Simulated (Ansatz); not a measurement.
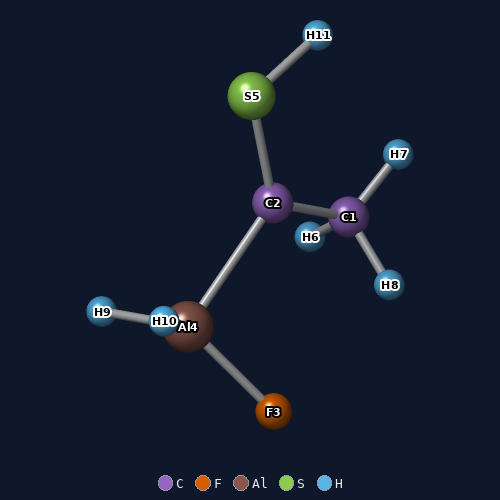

The system is C2H6AlFS; the picture shows the reference structure. 
- Coordinates scanned: (1) dihedral C1–C2–Al4–F3; (2) dihedral C1–C2–S5–H11.
- Nothing is relaxed (all other coordinates rigid).
- Grid: 12 × 12 points.
- Points are written as (first, second).
- All energies are given in kJ/mol relative to the relaxed molecule at the same level.
- All numbers below come from RKS PBE0-D4/def2-SVP (Ansatz).

Its coordinates:

| atom | x (Å) | y (Å) | z (Å) |
| --- | --- | --- | --- |
| C | -0.7633 | -0.9440 | 0.5442 |
| C | -0.0544 | -0.1544 | -0.4701 |
| F | 1.4225 | 0.7203 | 1.7914 |
| Al | 1.1464 | 1.4024 | 0.2547 |
| S | -0.2157 | -0.4259 | -2.0862 |
| H | -1.4534 | -0.2473 | 1.0573 |
| H | -1.3217 | -1.8224 | 0.1819 |
| H | -0.0377 | -1.2044 | 1.3348 |
| H | 0.0431 | 2.5767 | 0.2487 |
| H | 2.4216 | 1.4963 | -0.7076 |
| H | -1.1219 | -1.4544 | -2.1286 |

Range: dihedral C1–C2–Al4–F3 from −180 to 150°; dihedral C1–C2–S5–H11 from −180 to 150°.

What landscape does the calculation give?

Answer. The lowest grid point is at (−180°, −180°), −14 kJ/mol from the relaxed molecule at the same level. There are further wells near (30°, −180°) (11 kJ/mol above the lowest at that grid point); (−60°, −180°) (13 kJ/mol above the lowest at that grid point); (30°, 0°) (14 kJ/mol above the lowest at that grid point). The highest grid point, (90°, 90°), lies 204 kJ/mol above the lowest. On the interpolated surface the easiest way out of the lowest well to the well at about (−50°, −180°) passes a barrier of about 21 kJ/mol. Round the minimum the valley is somewhat tilted: raising dihedral C1–C2–Al4–F3 shifts the best value of dihedral C1–C2–S5–H11 downwards (coupling k₁₂/√(k₁₁k₂₂) about 0.2). At the lowest point F3···H11 is 2.24 Å, a hydrogen-bond distance.

```tsv
dihedral C1–C2–S5–H11 ↓, dihedral C1–C2–Al4–F3 →	−180	−150	−120	−90	−60	−30	0	30	60	90	120	150
150	17	16	31	37	29	23	25	28	30	31	33	30
120	99	96	107	117	109	99	98	105	110	108	108	107
90	181	177	180	189	186	170	161	166	183	190	188	186
60	117	117	114	114	116	109	96	94	109	122	122	118
30	38	42	43	41	39	36	28	24	34	44	46	41
0	5	9	15	14	9	6	2	0	5	11	14	10
−30	28	30	40	43	35	28	27	29	32	33	35	33
−60	99	100	110	118	110	98	95	101	106	104	103	103
−90	176	177	181	189	188	172	161	166	180	184	179	177
−120	112	116	115	115	118	114	101	98	111	122	118	112
−150	26	35	36	33	34	35	28	23	32	41	38	26
−180	−14	−4	7	4	−1	−1	0	−3	0	7	9	−3
```

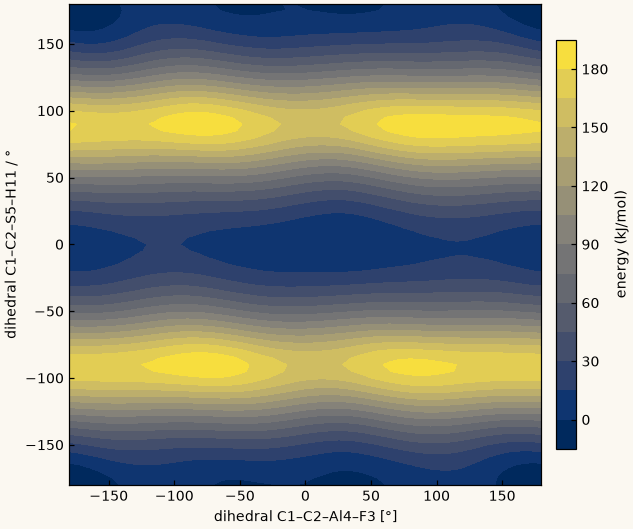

The picture shows filled contours. Between grid points the surface is interpolated.

Each point was launched as `ansatz run input.yaml --threads 1 --pin off --max-ram 2560MiB --backend cpu --events-out ev --progress --plain --runs-dir out`. Time for the 144 points that were run: 9.4 min on 1 thread of Intel(R) Xeon(R) 6975P-C (Granite Rapids) (shared host).
